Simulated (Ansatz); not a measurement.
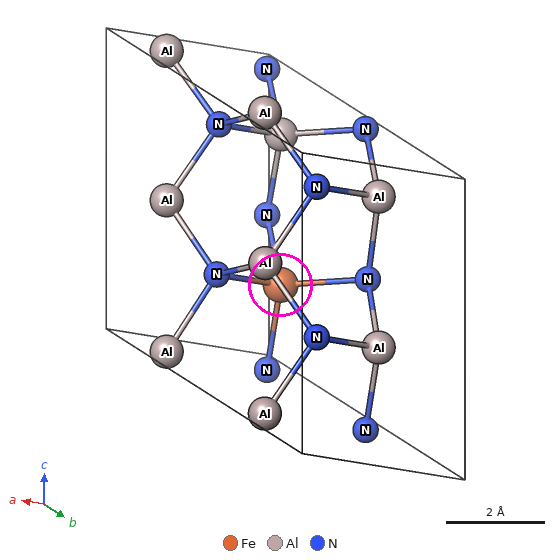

Figure: ball-and-stick view from a general direction. The supercell is drawn as a box. The host is AlN, in a cell of 16 sites, and the cell is neutral. A ring marks the defect's site.

Question: Describe the defect.

Answer: Iron on an aluminium site (a substitutional impurity). It is bonded to four N in a tetrahedral arrangement at about 2.0 Å.

Computational set-up: Ansatz, DFT PBE, scalar-relativistic, plane waves, PAW, wavefunction cutoff 420 eV, 2×2×2 k-mesh, Gaussian smearing of 0.01 eV, collinear spins.

Question: Does the defect carry a magnetic moment?

Answer: Yes, 5.0 μB in the cell.

The atoms were relaxed in the host's cell with Ansatz, DFT PBE, scalar-relativistic, plane waves, PAW.
